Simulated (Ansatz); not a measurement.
**Ti (P6_3/mmc): Drude plasma energy along x against volume**

The cell of Ti (P6_3/mmc) is scaled evenly and the response computed anew at each volume, on one mesh. x, y and z are the Cartesian axes of the input cell.

Cell: a, b, c = 2.950, 2.950, 4.680 Å (primitive vectors), 2 atoms.

Method: Ansatz 0.2.0, PBE, independent particles, k-mesh 18×18×9 with interpolation inside its cells, Gaussian parameter 0.1 eV.

Launch of the response step: `ansatz run input.yaml --threads 4 --pin off --max-ram 8192MiB --backend cpu --events-out ev --progress --plain --runs-dir out`. The series took 2.5 min in all, on 4 threads of Intel(R) Xeon(R) Platinum 8375C CPU @ 2.90GHz (Ice Lake), on a shared host.

```tsv
V/V₀	V (Å³, primitive cell)	Drude plasma energy along x (eV)
0.94	33.15	?
0.96	33.86	3.890
0.98	34.57	3.825
1.00	35.27	3.763
1.02	35.98	3.703
1.04	36.68	3.645
1.06	37.39	3.590
```

For small changes the quantity should be close to linear in ln V.

Working, on the rows shown:

| x = ln(V/V₀) | y = Drude plasma energy along x |
| --- | --- |
| -0.040822 | 3.89 |
| -0.0202027 | 3.825 |
| 0 | 3.763 |
| 0.0198026 | 3.703 |
| 0.0392207 | 3.645 |
| 0.0582689 | 3.59 |

Means: x̄ = 0.0093779, ȳ = 3.736. Σ(x − x̄)(y − ȳ) = -0.02081, Σ(x − x̄)² = 0.006873. Slope = -0.02081 / 0.006873 = -3.029; intercept = ȳ − slope · x̄ = 3.7644. The line misses the rows shown by at most 0.0021 eV.

What does the fit predict for the withheld row, and how well does it do?

At x = -0.061875 the line gives y = 3.9518 eV. The run gave 3.957 eV, so the extrapolation is off by 0.0052 eV, 1.4 % of the range in the table.

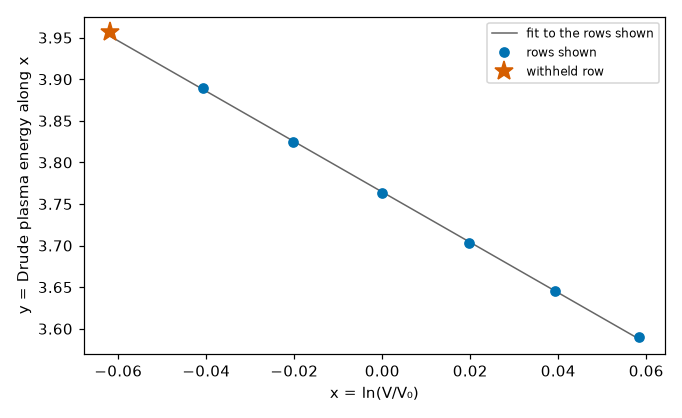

Between the rows on either side of x = 0 the slope is (3.703 − 3.825) / (0.019803 − (-0.020203)) = -3.05. So d ln ωp/d ln V = -0.81; free electrons would give −0.50. The values come from a sum over the points of one k-mesh and carry its error, which is largest for Fermi-surface quantities.

[Logs are printed without paths, hosts, clocks, repeated set-up lines and the standing remarks that a program may print on its own settings, such as how far it seeks lower states.]
